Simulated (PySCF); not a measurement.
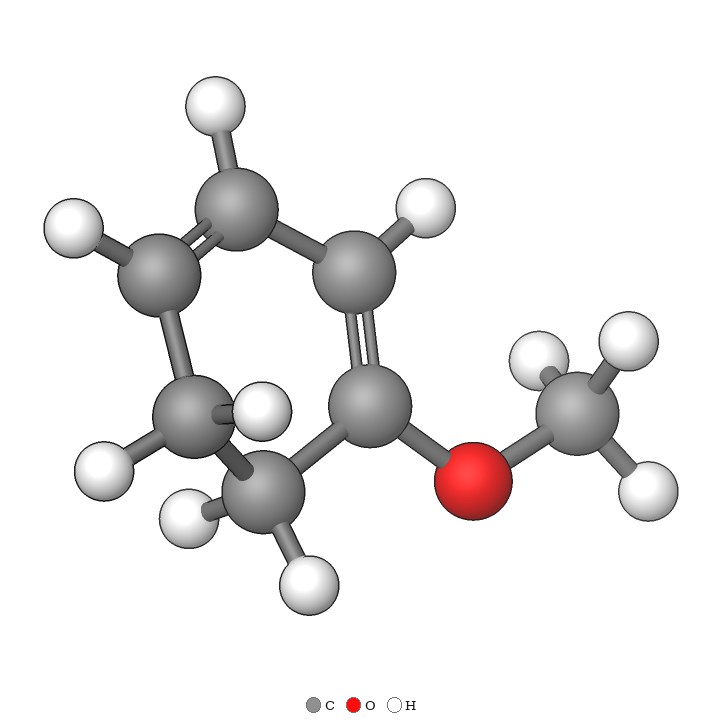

The picture shows a molecular structure as a ball-and-stick model. Double and triple bonds are drawn as two and three sticks.

The computed structure is the end point of a GFN2-xTB optimisation. No frequency run is at hand to confirm it as a minimum.

What is the molecular formula?

Answer. C₇H₁₀O, 18 atoms: 7 carbon, 10 hydrogen and 1 oxygen.

Count the bonded pairs by element.

Answer. 10 C–H, 6 C–C, 2 C–O.

Describe its rings.

Answer. Independent rings (smallest set): 1 of 6 members.

Give the symmetry (Schoenflies symbol).

Answer. C1.

The parts below concern this one geometry. Atoms keep their numbers from picture to picture.

Geometry

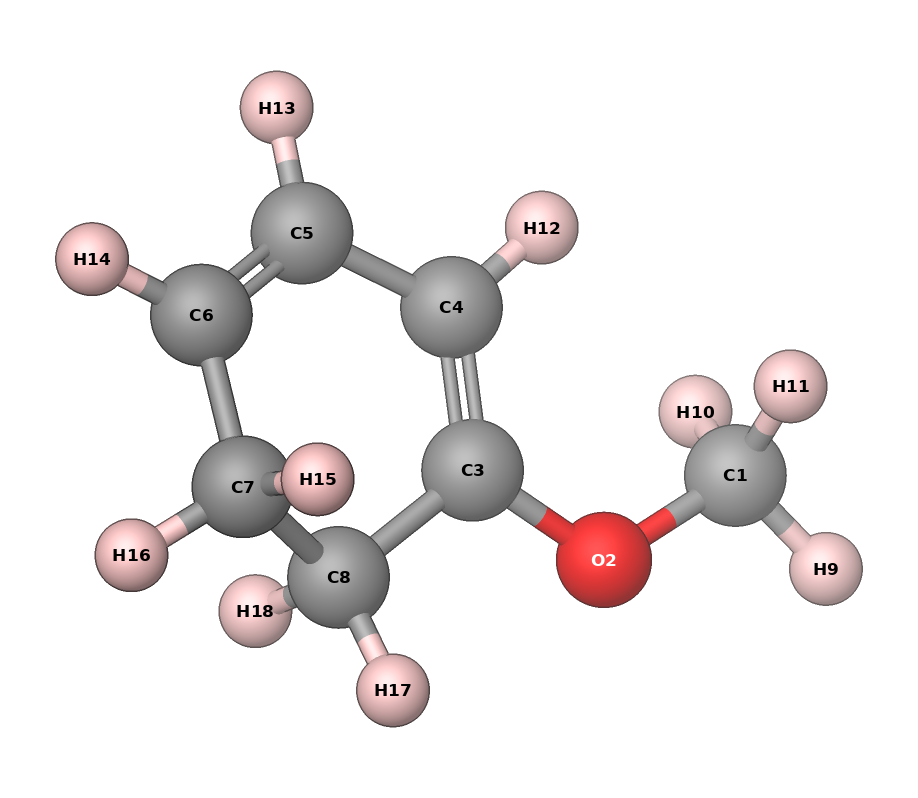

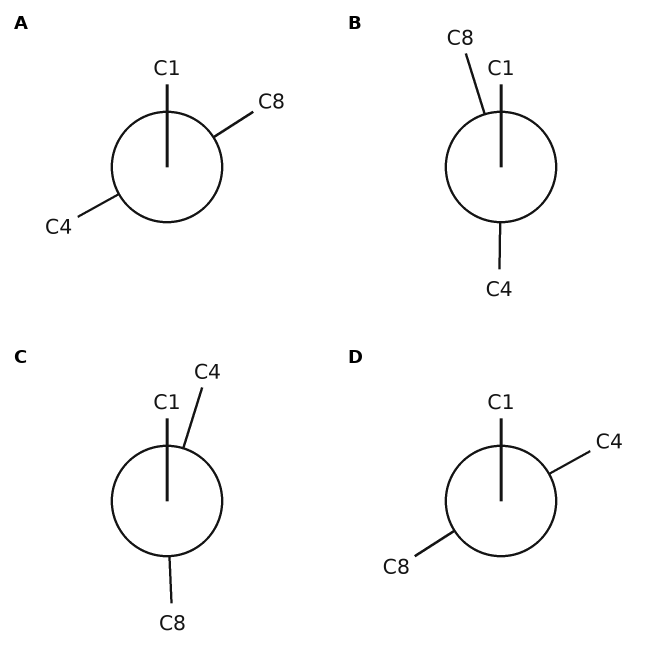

Distant atoms are faded towards the background colour. Bonds that would overlap in a projection are set slightly apart. No frequency run is at hand to confirm it as a minimum.

Which Newman projection shows the view along O2–C3, with O2 in front?

Answer. C. The torsion angle C1–O2–C3–C8 is 177°, antiperiplanar (anti).

Ring current

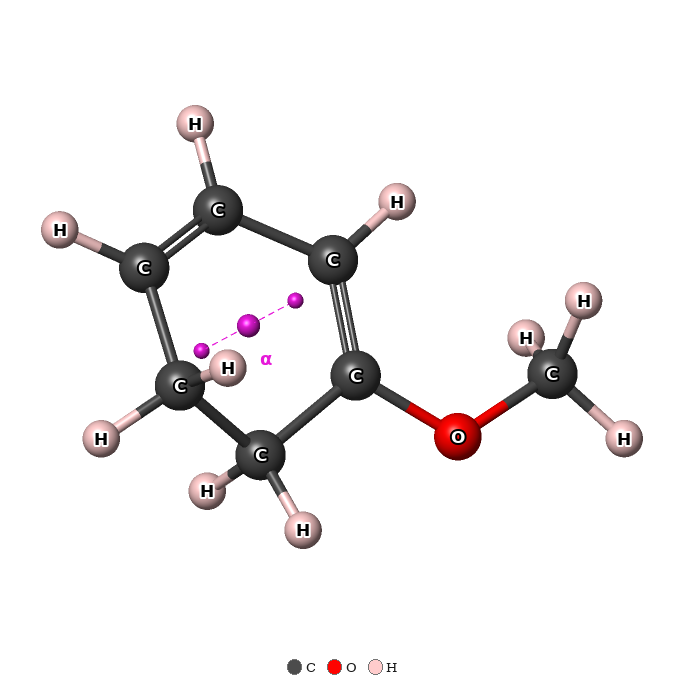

The small points mark where nucleus-independent chemical shifts (NICS) were computed: at the centre of each lettered ring and 1 Å above and below it. No frequency run is at hand to confirm it as a minimum. Properties computed with GIAO PBE0/pcSseg-1 NMR shielding, non-relativistic, gas phase (PySCF 2.14.0).

Give NICS(0), NICS(1) and the out-of-plane component NICS(1)zz for each ring (means of the two sides).

```
ring  members  NICS(0)  NICS(1)  NICS(1)zz
   α       C6      0.5     −1.6        3.1
```

Values in ppm.

What do the values say about the ring currents?

Answer. Ring α: weak, as in a non-aromatic ring. NICS is one index among several.

Polarisability

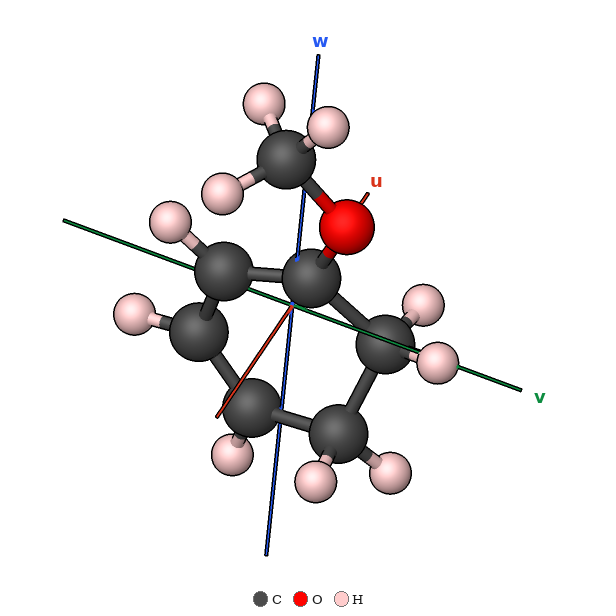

The lines u, v and w are the principal axes of the static dipole polarisability. No frequency run is at hand to confirm it as a minimum. Method: PBE0/def2-SVPD (PySCF 2.14.0).

Along which axis is the molecule most polarisable, and along which least?

Answer. Most along w, least along u.

Give the three principal values.

Answer. u 62.7, v 87.2, w 110.3 bohr³; mean 86.8, anisotropy 41.3 bohr³.

Quadrupole coupling

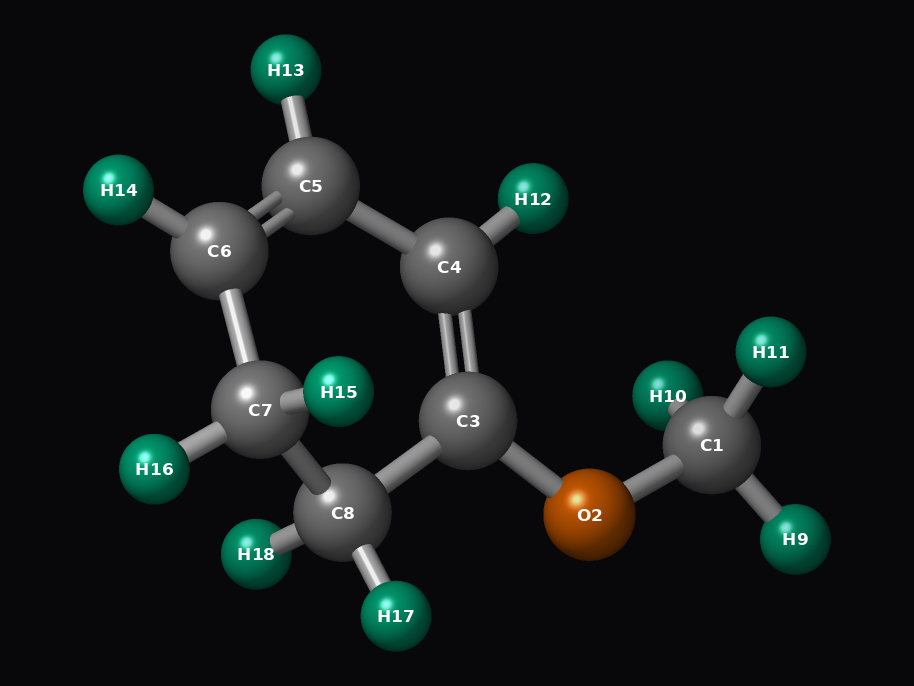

No frequency run is at hand to confirm it as a minimum. Electric field gradients from the ground-state density, PBE0/pcSseg-1 (PySCF 2.14.0), non-relativistic apart from any core potentials.

Give the largest field-gradient component, the quadrupole coupling constant and the asymmetry for 17O at O2 (Q = −25.6 mb), 2H at H9 (Q = 2.86 mb), 2H at H10 (Q = 2.86 mb).

```tsv
atom	V_zz (a.u.)	e²qQ/h (MHz)	η
O2	1.861	−11.19	0.64
H9	0.305	0.205	0.07
H10	0.292	0.196	0.07
```
